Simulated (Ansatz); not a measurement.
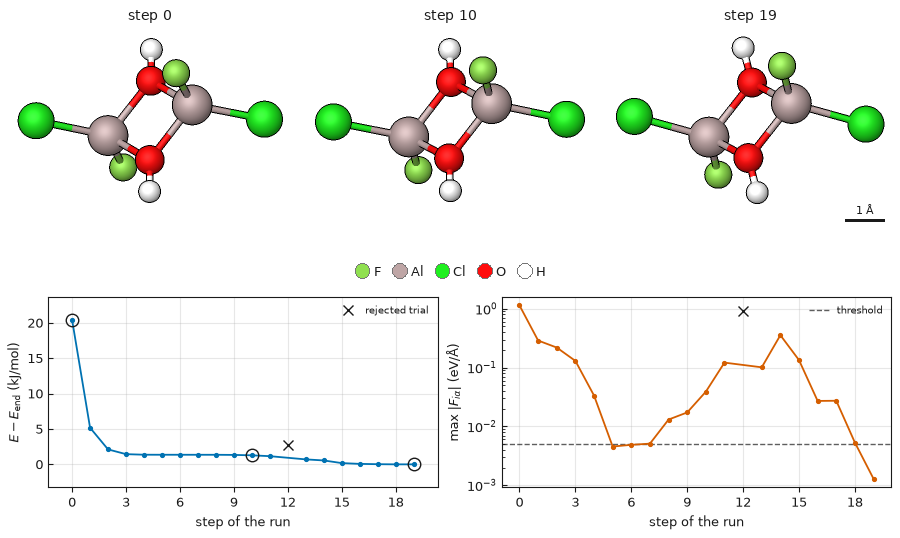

Frames of a relaxation of Al2H2O2Cl2F2, marked on the history of the run. The picture is a ball-and-stick view, seen at a tilt.

The start comes from GFN2-xTB.

Computed with RKS PBE0-D4/def2-TZVP (Ansatz). (force threshold 0.005 eV/Å; at most 150 steps)

**What happens along the run?**

The largest move after the best rigid fit is that of an H atom, 0.34 Å. By element the largest moves are H 0.34 Å, F 0.25 Å, Cl 0.21 Å, O 0.08 Å, Al 0.06 Å. Near-neighbour distances that change, for instance: Al–Cl 2.015 → 2.085 Å, Al–F 1.649 → 1.643 Å. Bond angles that change, for instance: F–Al–O 106.1° → 114.3°, F–Al–Cl 124.6° → 118.3°, Al–O–H 131.7° → 125.9°. The energy falls by 20.4 kJ/mol in 18 accepted moves (19 points after the start). Largest force component: 1.1 eV/Å at the start, 0.0013 eV/Å at the end. The line search rejected the trial step at point 12 of the run. The forces were under the threshold at step 5, but the run went on from there. The run took 3.1 min on 4 threads of Arm Neoverse V1 (shared host). From step 0 to 10: an F atom moves most (0.20 Å), energy −19.1 kJ/mol. From step 10 to 19: an H atom moves most (0.27 Å), energy −1.28 kJ/mol.
